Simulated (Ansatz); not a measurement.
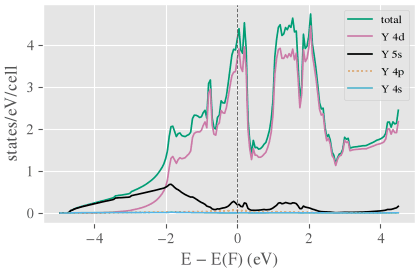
Figure. Total and projected density of states of Y (hcp (Mg type), P6_3/mmc), PBEsol in the plane-wave PAW code Ansatz

**Question.** Which orbitals carry the states next to the Fermi level?

**Answer.** Within 0.5 eV of the Fermi level: Y 4d 89 %, Y 5s 5 %. Projections are on Löwdin-orthogonalised atomic valence shells; empty p or d shells of many metals are not among them.

Symmetry was held in the PBEsol relaxation. The run is not spin-polarised. Spin–orbit coupling is left out wherever it is not named.

Potentials: the later of the program's two PAW sets.
